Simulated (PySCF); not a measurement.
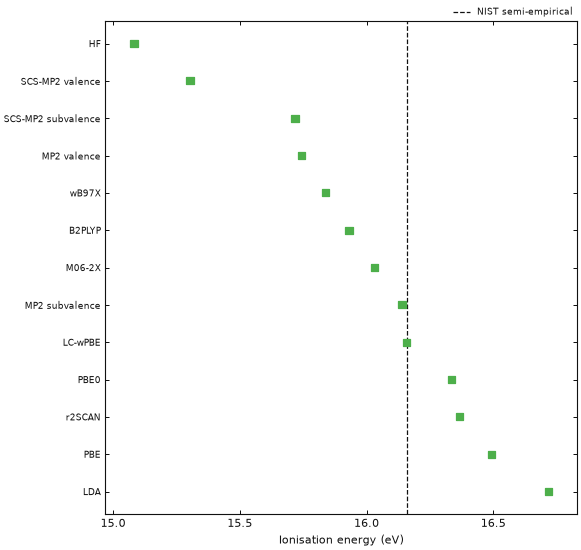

The ionisation energy of Mo⁺ ([Kr] 4d⁵ → [Kr] 4d⁴) across levels of theory. PySCF, x2c-TZVPPall, spin-free X2C-1e, unrestricted single determinants, no spin-orbit coupling. Methods marked “valence” freeze 36 core electrons; methods marked “subvalence” freeze 28 core electrons.

Which methods come out highest, lowest and best?

Answer. The values run from 15.08 eV (HF) to 16.72 eV (LDA). The NIST semi-empirical value is 16.16 ± 0.1 eV; nearest to it come LC-wPBE (−0.00) and MP2 subvalence (−0.02), furthest HF (−1.08 eV). These values lack spin-orbit coupling; with the first-order correction of −0.13 eV added, PBE0 comes nearest (+0.04).

```json
{"Method": "HF", "Ionisation energy (eV)": "15.08"}
{"Method": "LDA", "Ionisation energy (eV)": "16.72"}
{"Method": "PBE", "Ionisation energy (eV)": "16.49"}
{"Method": "PBE0", "Ionisation energy (eV)": "16.34"}
{"Method": "r2SCAN", "Ionisation energy (eV)": "16.37"}
{"Method": "M06-2X", "Ionisation energy (eV)": "16.03"}
{"Method": "LC-wPBE", "Ionisation energy (eV)": "16.16"}
{"Method": "B2PLYP", "Ionisation energy (eV)": "15.93"}
{"Method": "wB97X", "Ionisation energy (eV)": "15.84"}
{"Method": "MP2 valence", "Ionisation energy (eV)": "15.74"}
{"Method": "SCS-MP2 valence", "Ionisation energy (eV)": "15.30"}
{"Method": "MP2 subvalence", "Ionisation energy (eV)": "16.14"}
{"Method": "SCS-MP2 subvalence", "Ionisation energy (eV)": "15.72"}
```
